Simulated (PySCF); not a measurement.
## Electronic structure of C3H7BO2P (doublet) in real space

| atom | x (Å) | y (Å) | z (Å) |
| --- | --- | --- | --- |
| O | 1.6479 | 1.5167 | 1.4051 |
| B | 1.7278 | 0.4274 | 0.5985 |
| P | 3.3812 | -0.3470 | -0.0072 |
| O | 0.6232 | -0.1994 | 0.1585 |
| C | -0.6832 | 0.1853 | 0.4695 |
| C | -1.7111 | -0.8980 | 0.5932 |
| C | -1.7250 | 0.0193 | -0.5950 |
| H | 2.4720 | 1.9191 | 1.6750 |
| H | 2.7569 | -1.3427 | -0.7392 |
| H | -0.7341 | 1.0421 | 1.1303 |
| H | -2.4756 | -0.7911 | 1.3466 |
| H | -1.3792 | -1.9120 | 0.4345 |
| H | -1.4024 | -0.3868 | -1.5408 |
| H | -2.4992 | 0.7666 | -0.6712 |

Geometry: GFN2-xTB.

Computed with PySCF 2.14.0, density-fitted response routines, UKS B3LYP, pcH-1 on B C H O P, non-relativistic, mean-field spin-orbit, GIAO.

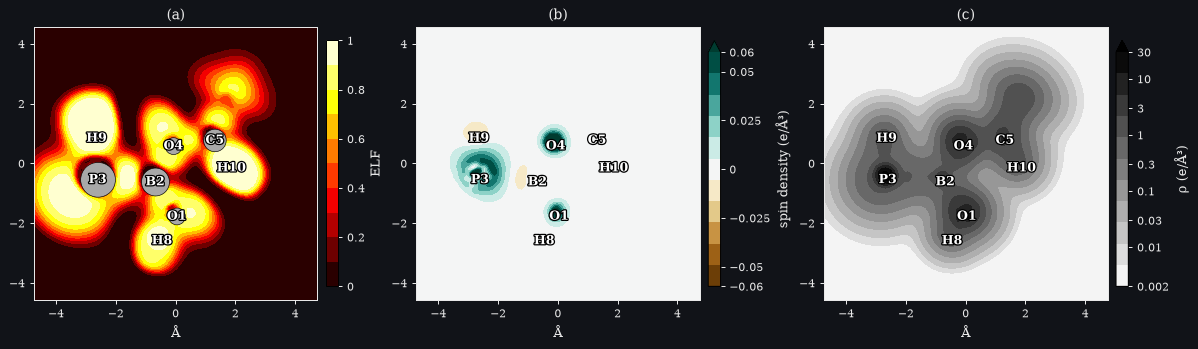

Figure 1. (a) electron localisation function; (b) spin density; (c) total electron density on the plane of atoms B2, O1 and H8. Grey discs cover the atomic cores in the ELF map.

Read the bonding off the picture.

Answer. The plane passes through O, B, P, C and H nuclei. B–O (1.34 Å): the density is about 1.3 e/Å³ at the midpoint; the ELF peaks at about 0.90 between the atoms, as expected for a short, strongly polar bond. C–O (1.40 Å): the density is about 1.4 e/Å³ at the midpoint; the ELF peaks at about 0.80 between the atoms; a shared but strongly polarised pair. B–P (1.92 Å): ρ at the midpoint is about 0.83 e/Å³; the ELF peaks at about 0.95 between the atoms; localised, covalent bonding. O–H (0.96 Å): the density is about 2 e/Å³ at the midpoint; the ELF climbs to about 0.95 towards the hydrogen, as it does in any bond to H: a covalent bond by its length. C–H (1.08 Å): ρ is about 1.5 e/Å³ halfway; the ELF is about 1 at the midpoint; an ordinary covalent bond to hydrogen. The ELF also peaks beside O1, P3 and O4, away from the bonds: non-bonding electrons, paired or unpaired. The unpaired spin (1 electron) lies mostly on P3 (about 0.8), in electrons by Hirshfeld's partition.

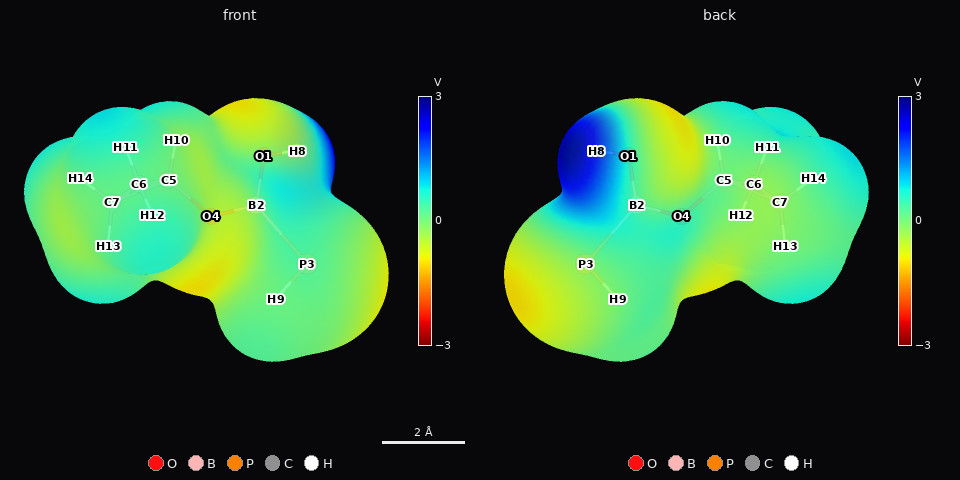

Figure 2. The electrostatic potential painted on the density surface at 0.002 e/bohr³, seen from the front and from behind; the colour scale runs from red (negative) to blue (positive).

Which sites attract a positive test charge, and which a negative one?

Answer. A positive charge is drawn to the negative regions and a negative charge to the positive ones. The most negative region (about −1.0 V) lies over P3 and O4, the most positive (about +2.8 V) over H8.
